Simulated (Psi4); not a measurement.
# BHClO (SMILES O[B]Cl) at UHF/def2-TZVP

What is the energy change on altering one bond length of BHClO at UHF/def2-TZVP? 

Program for the calculation: Psi4 1.11.

2 further runs of the same task are left out: 2 set aside as unsound or not needed.

## (1) The system as given

The species is BHClO (4 atoms), meant as a doublet with charge 0. SMILES: `O[B]Cl`. Geometry: relaxed at PBE0-D4/def2-TZVP.

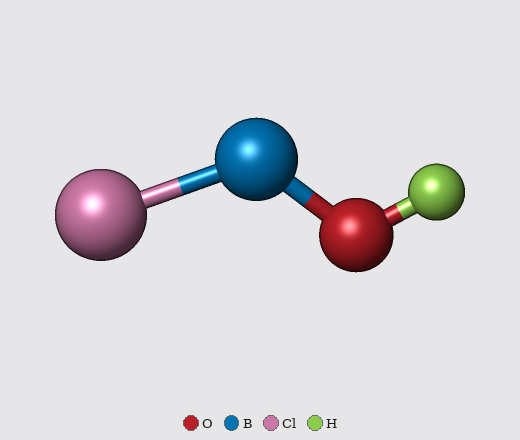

Viewed from a chosen angle; oxygen red, boron blue, chlorine pink, hydrogen green.

## (2) Energy and forces at UHF/def2-TZVP

The input, bclho.inp:

```
memory 1600 MB

molecule mol {
  0 2
  O      1.03103457     0.36112666    -1.11361561
  B     -0.81239326     0.12396603     0.59072839
  Cl    -1.05295540    -2.50048561     2.55661047
  H      0.93919388     1.90144243    -2.07208470
  units au
  symmetry c1
}

set {
  reference uhf
  puream true
  e_convergence 1e-09
  d_convergence 1e-08
  scf_type pk
  maxiter 200
}

e_tot, wfn = gradient('scf/def2-TZVP', return_wfn=True)
oeprop(wfn, 'MAYER_INDICES', 'QUADRUPOLE', 'DIPOLE', title='SCF')
```

Run with:

```console
$ psi4 -n 1 bclho.inp bclho.out
```

bclho.out:

```text
[...]
  Running in c1 symmetry.
[...]
  Nuclear repulsion =   76.699725498515349
[...]
  Multiplicity = 2
[...]
  Nalpha       = 16
  Nbeta        = 15
[...]
    Number of basis functions: 105
[...]
   @UHF iter   1:  -559.63620378579401   -6.14421e-01   4.35951e-03 DIIS/ADIIS
[...]
   @UHF iter  14:  -559.71940939600154   -1.27329e-11   9.85791e-09 DIIS
[...]
   @S^2 Observed:                7.546254363E-01
[...]
    Orbital Energies [Eh]
    ---------------------
    Alpha Occupied:
       1A   -104.834809     2A    -20.608889     3A    -10.564916
       4A     -8.033274     5A     -8.030213     6A     -8.030032
       7A     -7.704142     8A     -1.412314     9A     -1.119355
      10A     -0.794548    11A     -0.659737    12A     -0.612420
      13A     -0.582306    14A     -0.489606    15A     -0.475951
      16A     -0.357154
    Alpha Virtual:
      17A      0.102420    18A      0.119595    19A      0.175194
      20A      0.186921    21A      0.224316    22A      0.232417
      23A      0.293447    24A      0.416620    25A      0.429200
[...]
  @UHF Final Energy:  -559.71940939600154
   => Energetics <=
    Nuclear Repulsion Energy =             76.6997254985153489
    One-Electron Energy =                -924.7192370501522873
    Two-Electron Energy =                 288.3001021556353862
    Total Energy =                       -559.7194093960015380
  UHF NO Occupations:
  HONO-2 :   14  A 1.9992612
  HONO-1 :   15  A 1.9987557
[...]
  -Total Gradient:
     Atom            X                  Y                   Z
    ------   -----------------  -----------------  -----------------
       1        0.007918500279    -0.016975542233     0.004774849268
       2       -0.006420556643    -0.004665616782     0.008517071571
       3        0.000420211780     0.004642004792    -0.003472539556
       4       -0.001918155412     0.016999154219    -0.009819381282
[...]
 Multipole Moments:
 ------------------------------------------------------------------------------------
     Multipole            Electronic (a.u.)      Nuclear  (a.u.)        Total (a.u.)
 ------------------------------------------------------------------------------------
 L = 1.  Multiply by 2.5417464519 to convert [e a0] to [Debye]
 Dipole X            :         -1.1416345            1.1680124            0.0263779
 Dipole Y            :         -0.7546625            1.4825614            0.7278989
 Dipole Z            :          1.4640776           -1.9754999           -0.5114223
 Magnitude           :                                                    0.8899918
 L = 2.  Multiply by 1.3450342976 to convert [e a0^2] to [Debye ang]
 Quadrupole XX       :        -45.4490873           26.3141018          -19.1349855
 Quadrupole XY       :        -32.5517083           33.7884669            1.2367586
[...]
```

It took 9 s on 1 thread of Intel Xeon Platinum 8488C (Sapphire Rapids), shared host; peak memory 0.43 GiB.

## (3) The distorted shape: the energy at UHF/def2-TZVP

The input, bclho.dat:

```
memory 1600 mb

molecule geom {
  0 2
  O      1.06712267     0.75484543    -1.40853571
  B     -0.77630516     0.51768480     0.29580828
  Cl    -1.05295540    -2.50048561     2.55661047
  H      0.97528198     2.29516120    -2.36700480
  units au
  symmetry c1
  no_reorient
  no_com
}

set basis def2-TZVP
set reference uhf
set puream true
set e_convergence 1e-09
set d_convergence 1e-08
set scf_type pk
set maxiter 200

E, wfn = energy('scf', return_wfn=True)
oeprop(wfn, 'QUADRUPOLE', 'LOWDIN_CHARGES', 'MULLIKEN_CHARGES')
```

Run with:

```console
$ psi4 -n 1 bclho.dat bclho.out
```

bclho.out, shortened:

```text
[...]
  Running in c1 symmetry.
[...]
  Nuclear repulsion =   70.988111899767603
[...]
  Multiplicity = 2
[...]
  Nalpha       = 16
  Nbeta        = 15
[...]
    Number of basis functions: 105
[...]
   @UHF iter   1:  -559.61211728803369   -8.33831e-01   4.41715e-03 DIIS/ADIIS
[...]
   @UHF iter  15:  -559.70217742490581   -6.82121e-12   6.65847e-09 DIIS
[...]
   @S^2 Observed:                7.577510267E-01
[...]
  @UHF Final Energy:  -559.70217742490581
   => Energetics <=
    Nuclear Repulsion Energy =             70.9881118997676026
    One-Electron Energy =                -913.4467894265626455
    Two-Electron Energy =                 282.7565001018892303
    Total Energy =                       -559.7021774249058126
  UHF NO Occupations:
  HONO-2 :   14  A 1.9992491
  HONO-1 :   15  A 1.9972426
[...]
 Multipole Moments:
 ------------------------------------------------------------------------------------
     Multipole            Electronic (a.u.)      Nuclear  (a.u.)        Total (a.u.)
 ------------------------------------------------------------------------------------
 L = 1.  Multiply by 2.5417464519 to convert [e a0] to [Debye]
 Dipole X            :         12.3694451          -12.2695043            0.0999409
 Dipole Y            :         32.7543539          -31.5859067            1.1684471
 Dipole Z            :        -32.1753580           31.3061289           -0.8692291
 Magnitude           :                                                    1.4597315
 L = 2.  Multiply by 1.3450342976 to convert [e a0^2] to [Debye ang]
 Quadrupole XX       :        -51.2928332           31.9225861          -19.3702471
 Quadrupole XY       :        -50.9733731           51.4324209            0.4590478
[...]
  Mulliken Charges: (a.u.)
   Center  Symbol    Alpha    Beta     Spin     Total
       1     O     4.22049  4.21762  0.00287 -0.43810
       2     B     2.78212  1.89298  0.88913  0.32490
       3    CL     8.69452  8.57491  0.11961 -0.26944
       4     H     0.30287  0.31449 -0.01162  0.38264
   Total alpha = 16.00000, Total beta = 15.00000, Total charge =  0.00000
  Lowdin Charges: (a.u.)
   Center  Symbol    Alpha    Beta     Spin     Total
       1     O     3.94155  3.89462  0.04693  0.16382
       2     B     3.21825  2.37888  0.83938 -0.59713
[...]
```

Wall time 4.2 s (1 thread of Intel Xeon Platinum 8488C (Sapphire Rapids), shared host); peak memory 0.44 GiB.

## (4) Summary of results

Level: UHF/def2-TZVP.

| quantity | value |
| --- | --- |
| first shape: total energy | -559.71941 Eh |
| first shape: dipole moment | 2.26 D |
| first shape: HOMO energy (highest over α and β) | -9.72 eV |
| first shape: LUMO energy (lowest over α and β) | 1.77 eV |
| first shape: ⟨S²⟩ | 0.755 |
| first shape: largest force on an atom | 1.014 eV/Å |
| distorted shape: total energy | -559.70218 Eh |
| distorted shape: dipole moment | 3.71 D |
| distorted shape: HOMO energy (highest over α and β) | -10.39 eV |
| distorted shape: LUMO energy (lowest over α and β) | 1.17 eV |
| distorted shape: ⟨S²⟩ | 0.758 |
| energy change with the B2–Cl3 bond stretched from 1.740 to 2.001 Å | 0.469 eV |

With the B2–Cl3 bond stretched from 1.740 to 2.001 Å the energy rises by 0.47 eV (45.2 kJ/mol). The first shape isn't relaxed at this level, so the change isn't measured from a minimum. The largest force (first shape) is 1.01 eV/Å: the shape isn't a stationary point for this species at this level.
